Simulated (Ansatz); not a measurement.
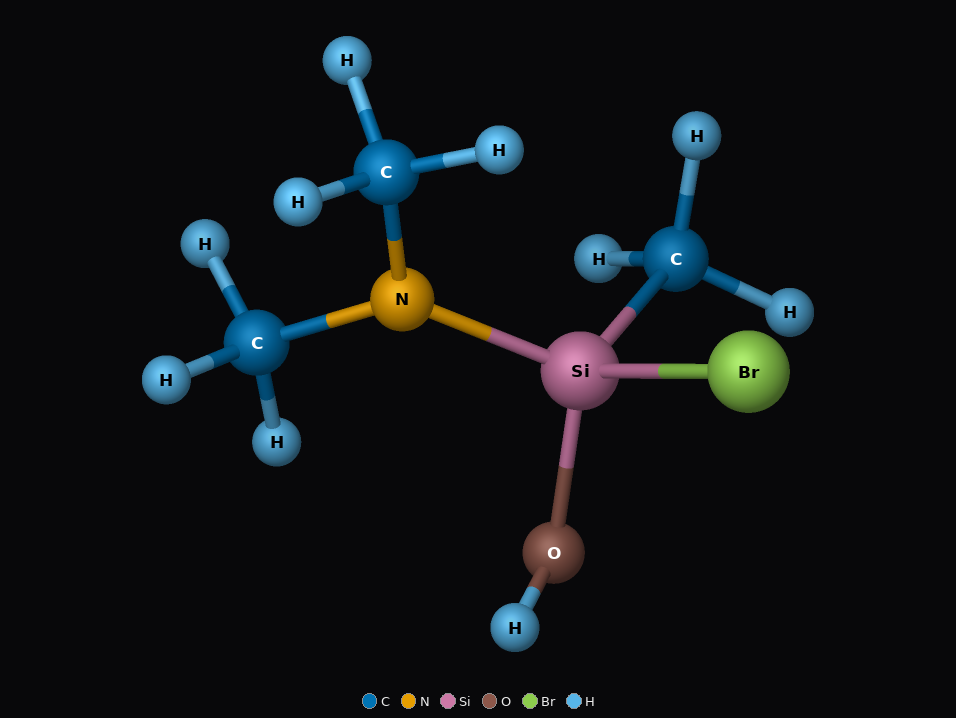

The geometry was computed by an optimisation with PBE-D4/def2-SVP. No frequency run is at hand to confirm it as a minimum. Properties computed with RKS PBE-D4/def2-SVP (Ansatz 0.2.0).

> Give the dipole moment at this level.

1.96 D.

> What is the dispersion correction?

−45.3 kJ/mol.
